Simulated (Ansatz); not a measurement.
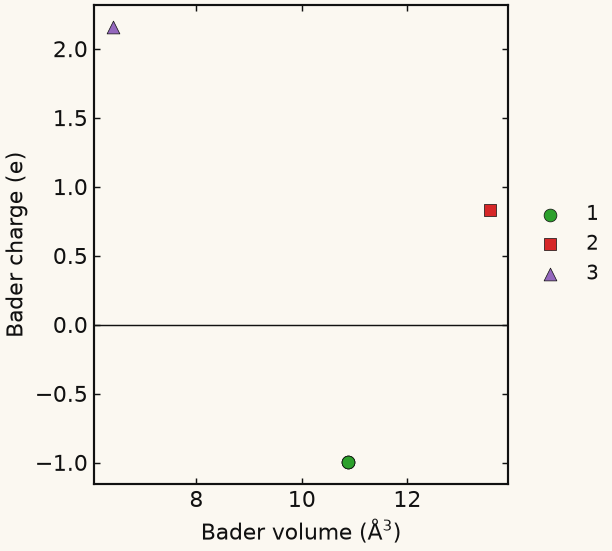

Bader charges of the atoms (positive: electrons lost), against the volumes of their basins.

The material is KCrO3, space group Pm-3m, 5 atoms in the cell, a structure borrowed from another compound.

Level of theory: DFT with r2SCAN, PAW plane waves, spin-polarised, 6×6×6 k mesh, 500 eV cutoff; code Ansatz.

### Which number is which element?

1 is O; 2 is K; 3 is Cr. The Bader charges are Cr +2.16 e, K +0.83 e and O −1.00 e.

The structure was built from a prototype or by substitution, so it need not be a known phase.
